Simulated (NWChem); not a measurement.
**SiCl2 (SMILES Cl[Si]Cl) at 5 levels**

Aim: a comparison of 5 runs (HF/STO-3G, HF/3-21G, TPSS/6-311+G**, MP2/STO-3G, MP2/6-31G*) of SiCl2. 

The calculation is run with NWChem 7.3.0.

## 1. Starting point

SiCl2: 3 atoms, total charge 0, spin state singlet. As SMILES, `Cl[Si]Cl`. The shape is that of a GFN2-xTB optimisation.

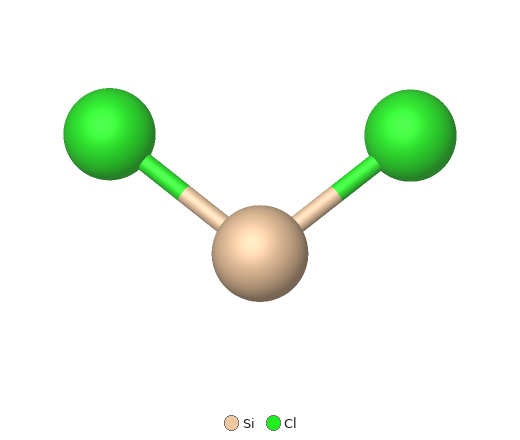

The structure, seen from a chosen angle (silicon light orange, chlorine green).

## 2. Energy and forces at HF/STO-3G (run 1)

geom.nw

```
start geom
memory stack 880 mb heap 220 mb global 1100 mb
geometry units angstroms noautosym nocenter noautoz
  Si     0.005140    -0.006950    -0.869340
  Cl     1.581630    -0.018940     0.444080
  Cl    -1.586770     0.025890     0.425270
end
basis spherical bse
  * library STO-3G
end
scf
  thresh 1e-08
  maxiter 80
end
task scf gradient
```

Launch:

```sh
$ nwchem geom.nw > geom.out
```

Log:

```text
[...]
  functions       =    27
[...]
  wavefunction    = RHF
[...]
         Total SCF energy =  -1194.842266242234
      One-electron energy =  -1999.447049114874
      Two-electron energy =    633.592791801243
 Nuclear repulsion energy =    171.011991071396
        Time for solution =      0.4s
[...]
                         RHF ENERGY GRADIENTS
    atom               coordinates                        gradient
                 x          y          z           x          y          z
   1 Si      0.009713  -0.013134  -1.642814   -0.000171   0.000323   0.040500
   2 Cl      2.988847  -0.035791   0.839190   -0.019190   0.000111  -0.020393
   3 Cl     -2.998561   0.048925   0.803644    0.019360  -0.000434  -0.020107
[...]
```

Wall time 1.2 s (1 thread of Intel Xeon 6975P-C (Granite Rapids), shared host); peak memory 0.097 GiB.

## 3. Energy and gradient at HF/3-21G (run 2)

run.py

```python
from ase import Atoms
from ase.calculators.nwchem import NWChem

system = Atoms(['Si', 'Cl', 'Cl'], positions=[
    [0.005140, -0.006950, -0.869340],
    [1.581630, -0.018940, 0.444080],
    [-1.586770, 0.025890, 0.425270],
])

calc = NWChem(
    label='cl2si',
    theory='scf',
    memory='2200 mb',
    basis='3-21G',
    basispar='spherical bse',
    scf={'nopen': '0', 'rhf': None, 'thresh': '1e-08', 'maxiter': '80'},
)
system.calc = calc

forces = system.get_forces()
print("Total energy (eV):", round(system.get_potential_energy(), 6))
print("forces (eV/A):")
for s, f in zip(system.symbols, forces):
    print(f"{s:2s} {f[0]:10.5f} {f[1]:10.5f} {f[2]:10.5f}")
print("dipole (e A):", system.get_dipole_moment().round(4))
```

Launch:

```sh
$ export ASE_NWCHEM_COMMAND="nwchem PREFIX.nwi > PREFIX.nwo"
$ python run.py
```

Log:

```text
Total energy (eV): -32709.237615
forces (eV/A):
Si    0.01774   -0.02818   -3.52755
Cl    2.37544   -0.01964    1.77920
Cl   -2.39323    0.04782    1.74835
dipole (e A): [ 0.003  -0.0038 -0.4787]
```

The calculator wrote cl2si.nwi:

```
title "cl2si"

permanent_dir cl2si

scratch_dir cl2si

start cl2si

geometry units angstrom nocenter noautosym noautoz
  Si 5.1399999999999996e-03 -6.9499999999999996e-03 -8.6934000000000000e-01
  Cl 1.5816300000000001e+00 -1.8939999999999999e-02 4.4407999999999997e-01
  Cl -1.5867700000000000e+00 2.5890000000000000e-02 4.2526999999999998e-01
end

memory 2200 mb

basis spherical bse noprint
   * library 3-21G
end

scf
  nopen 0
  rhf
  thresh 1e-08
  maxiter 80
end

task scf gradient
```

cl2si.nwo:

```text
Northwest Computational Chemistry Package (NWChem) 7.3.0
             --------------------------------------------------------

           Job information
           ---------------

    nwchem branch   = 7.3.0
    use scalapack   = T
    input           = cl2si.nwi
    prefix          = cl2si.
    data base       = cl2si/cl2si.db
    status          = startup
    nproc           =        1

           Memory information
           ------------------

    heap     =     72089598 doubles =      550.0 Mbytes
    stack    =     72089595 doubles =      550.0 Mbytes
    global   =    144179200 doubles =     1100.0 Mbytes (distinct from heap & stack)
    total    =    288358393 doubles =     2200.0 Mbytes
    verify   = yes
    hardfail = no

[... 114 lines left out ...]
 Convergence threshold     :          1.000E-08
[... 12 lines left out ...]
       Final RHF  results
[... 3 lines left out ...]
      One-electron energy =  -2004.694429372643
[... 1 line left out ...]
 Nuclear repulsion energy =    171.011991071396
[... 42 lines left out ...]
                       ROHF Final Molecular Orbital Analysis
[... 193 lines left out ...]
                                       cl2si

  wavefunction    =   RHF

                         RHF ENERGY GRADIENTS

    atom               coordinates                        gradient
                 x          y          z           x          y          z
   1 Si      0.009713  -0.013134  -1.642814   -0.000345   0.000548   0.068600
   2 Cl      2.988847  -0.035791   0.839190   -0.046195   0.000382  -0.034600
   3 Cl     -2.998561   0.048925   0.803644    0.046541  -0.000930  -0.034000

                 ----------------------------------------
                 |  Time  |  1-e(secs)   |  2-e(secs)   |
                 ----------------------------------------
                 |  CPU   |       0.00   |       0.15   |
                 ----------------------------------------
                 |  WALL  |       0.00   |       0.15   |
                 ----------------------------------------

 Task  times  cpu:        0.8s     wall:        0.8s
 Total times  cpu:        0.8s     wall:        0.8s
```

Run time: 1.8 s. Hardware: 1 thread of Intel Xeon 6975P-C (Granite Rapids), shared host; peak memory 0.098 GiB.

## 4. Energy and forces at TPSS/6-311+G(d,p) (run 3)

run.py

```python
from ase import Atoms
from ase.calculators.nwchem import NWChem

system = Atoms('SiClCl', positions=[
    [0.005140, -0.006950, -0.869340],
    [1.581630, -0.018940, 0.444080],
    [-1.586770, 0.025890, 0.425270],
])

calc = NWChem(
    label='run',
    theory='dft',
    memory='2200 mb',
    basis='6-311+G**',
    basispar='spherical bse',
    dft={'xc': 'xtpss03 ctpss03', 'mult': '1', 'grid': 'fine', 'convergence': 'energy 1e-08', 'iterations': '100', 'mulliken': None},
)
system.calc = calc

forces = system.get_forces()
print(f"energy = {system.get_potential_energy():.6f} eV")
print("forces (eV/A):")
for s, f in zip(system.symbols, forces):
    print(f"{s:2s} {f[0]:10.5f} {f[1]:10.5f} {f[2]:10.5f}")
print("dipole (e A):", system.get_dipole_moment().round(4))
```

Launch:

```sh
$ export ASE_NWCHEM_COMMAND="nwchem PREFIX.nwi > PREFIX.nwo"
$ python run.py
```

Log:

```text
energy = -32926.855102 eV
forces (eV/A):
Si    0.00442   -0.00848   -1.06593
Cl    0.79319   -0.00699    0.53849
Cl   -0.79756    0.01548    0.52744
dipole (e A): [ 0.0014 -0.0015 -0.185 ]
```

The calculator wrote run.nwi:

```
title "run"

permanent_dir run

scratch_dir run

start run

geometry units angstrom nocenter noautosym noautoz
  Si 5.1399999999999996e-03 -6.9499999999999996e-03 -8.6934000000000000e-01
  Cl 1.5816300000000001e+00 -1.8939999999999999e-02 4.4407999999999997e-01
  Cl -1.5867700000000000e+00 2.5890000000000000e-02 4.2526999999999998e-01
end

memory 2200 mb

basis spherical bse noprint
   * library 6-311+G**
end

dft
  xc xtpss03 ctpss03
  mult 1
  grid fine
  convergence energy 1e-08
  iterations 100
  mulliken
end

task dft gradient
```

run.nwo:

```text
Northwest Computational Chemistry Package (NWChem) 7.3.0
             --------------------------------------------------------

           Job information
           ---------------

    nwchem branch   = 7.3.0
    use scalapack   = T
    input           = run.nwi
    prefix          = run.
    data base       = run/run.db
    status          = startup
    nproc           =        1

           Memory information
           ------------------

    heap     =     72089596 doubles =      550.0 Mbytes
    stack    =     72089601 doubles =      550.0 Mbytes
    global   =    144179200 doubles =     1100.0 Mbytes (distinct from heap & stack)
    total    =    288358397 doubles =     2200.0 Mbytes
    verify   = yes
    hardfail = no

[... 85 lines left out ...]
  convergence criterion.
[... 35 lines left out ...]
          Spatial weights used:  Erf1
[... 70 lines left out ...]
         Total DFT energy =    -1210.039616224752
[... 3 lines left out ...]
 Nuclear repulsion energy =      171.011991071396
[... 706 lines left out ...]
          Convergence on gradient requested:  5.00D-04
[... 22 lines left out ...]
          total energy or number of iterations.
[... 21 lines left out ...]
                                        run

  charge          =   0.00
  wavefunction    = closed shell

                         DFT ENERGY GRADIENTS

    atom               coordinates                        gradient
                 x          y          z           x          y          z
   1 Si      0.009713  -0.013134  -1.642814   -0.000086   0.000165   0.020729
   2 Cl      2.988847  -0.035791   0.839190   -0.015425   0.000136  -0.010472
   3 Cl     -2.998561   0.048925   0.803644    0.015510  -0.000301  -0.010257

                 ----------------------------------------
                 |  Time  |  1-e(secs)   |  2-e(secs)   |
                 ----------------------------------------
                 |  CPU   |       0.00   |       1.92   |
                 ----------------------------------------
                 |  WALL  |       0.00   |       1.92   |
                 ----------------------------------------

 Task  times  cpu:        9.9s     wall:        9.9s
 Total times  cpu:       10.0s     wall:       10.0s
```

Run time: 11 s. Hardware: 1 thread of Intel Xeon 6975P-C (Granite Rapids), shared host; peak memory 0.12 GiB.

Run 4 isn't shown in full; the table further down has it.

## 5. Energy and forces at MP2/6-31G(d) (spherical functions) (run 5)

test.nw

```
START test
memory total 2200 mb
GEOMETRY units angstroms noautosym nocenter noautoz
  Si       0.005140      -0.006950      -0.869340
  Cl       1.581630      -0.018940       0.444080
  Cl      -1.586770       0.025890       0.425270
END
BASIS spherical bse
  * library 6-31G*
END
SCF
  thresh 1e-08
  maxiter 80
END
MP2
  freeze core 15
  tight
END
TASK mp2 gradient
```

Launch:

```sh
$ nwchem test.nw > test.out
```

Log:

```text
[...]
  functions       =    54
[...]
  wavefunction    = RHF
[...]
         Total SCF energy =  -1207.939057525333
      One-electron energy =  -2012.106892353682
      Two-electron energy =    633.155843756952
 Nuclear repulsion energy =    171.011991071396
        Time for solution =      4.8s
[...]
          Total MP2 energy         -1208.262106753242
[...]
                         mp2 ENERGY GRADIENTS
    atom               coordinates                        gradient
                 x          y          z           x          y          z
   1 Si      0.009713  -0.013134  -1.642814   -0.000010   0.000074   0.009341
   2 Cl      2.988847  -0.035791   0.839190   -0.007494   0.000069  -0.004734
   3 Cl     -2.998561   0.048925   0.803644    0.007504  -0.000143  -0.004607
[...]
```

Wall time 14 s (1 thread of Intel Xeon 6975P-C (Granite Rapids), shared host); peak memory 0.12 GiB.

## 6. The series

```csv
run,level,iteration cap,module,energy (Eh),dipole moment (D),HOMO energy (eV),LUMO energy (eV),wall time
1,HF/STO-3G,80,scf,-1194.842266,2.98,-8.33,3.82,1.2 s
2,HF/3-21G,80,scf,-1202.042321,2.30,-10.60,-0.41,1.8 s
3,TPSS/6-311+G**,100,dft,-1210.039616,0.89,-6.85,-3.74,11 s
4,MP2/STO-3G,80,mp2,-1194.879994,2.69,–,–,1.7 s
5,MP2/6-31G* (spherical functions),80,mp2,-1208.262107,1.09,-10.25,0.18,14 s
```

## 7. Results

| quantity | value |
| --- | --- |
| run 5: total energy | -1208.26211 Eh |
| run 5: dipole moment (of the density that the program reports) | 1.09 D |
| run 5: HOMO energy (Hartree–Fock orbitals) | -10.25 eV |
| run 5: LUMO energy (Hartree–Fock orbitals) | 0.18 eV |
| run 5: HOMO–LUMO gap (Hartree–Fock orbitals) | 10.43 eV |
| run 5: correlation energy (15 core orbitals frozen) | -323.0 mEh |
| run 5: largest force on an atom | 0.480 eV/Å |

The dipole moment (its size) runs from 0.89 D (TPSS/6-311+G**) to 2.98 D (HF/STO-3G). The two ends differ in method and basis. Over runs 1, 2, 3 the HOMO–LUMO gap runs from 3.11 eV (TPSS/6-311+G**) to 12.15 eV (HF/STO-3G). In runs 1, 4 the basis is minimal, so the values are rough. All runs together took 29 s, the longest 14 s.
